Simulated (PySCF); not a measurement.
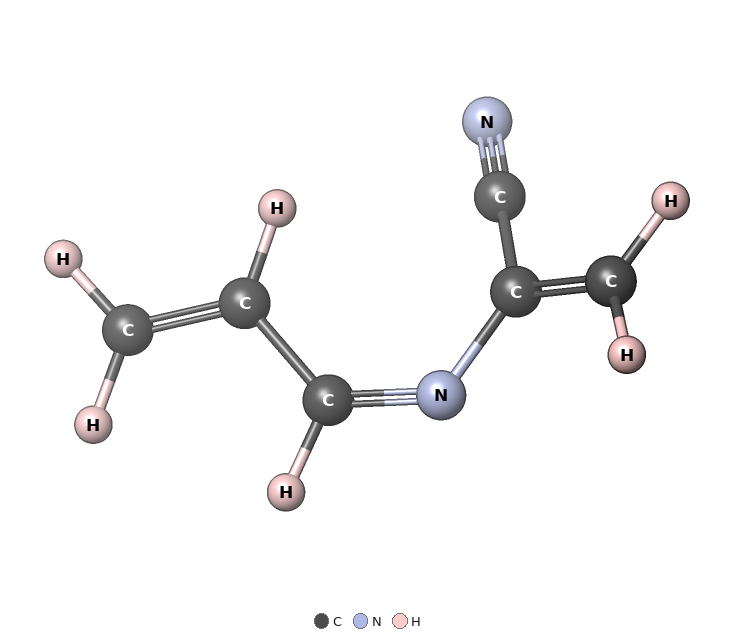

Orthographic view. Distant atoms are faded towards the background colour. The geometry was computed by an optimisation with PBE0-D3(BJ)/def2-SVP. No frequency run is at hand to confirm it as a minimum.

Give the standard InChI.

Answer. InChI=1S/C6H6N2/c1-3-4-8-6(2)5-7/h3-4H,1-2H2/b8-4-
